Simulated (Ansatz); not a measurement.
Pressure series in SiC

Consider SiC (space group P6_3mc, No. 186; a = 3.078 Å, c = 10.076 Å).

Cell and atoms are relaxed at each pressure.

Calculations: PBEsol (Ansatz, an electronic-structure program), no SOC, earlier PAW set.

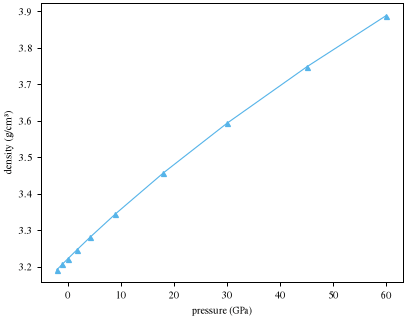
Fig. 1. Density against pressure

Question: From the plot, what is the density for pressure 4.2 GPa?

Answer: About 3.28 g/cm³.

Question: Is the trend monotonic over the range shown?

Answer: Yes, it rises throughout, spanning 3.19 g/cm³ to 3.89 g/cm³.

Load acts through the strain it causes; cell and atoms are relaxed under it. Whether these cells are dynamically stable was not tested. No other phases were tried under pressure.
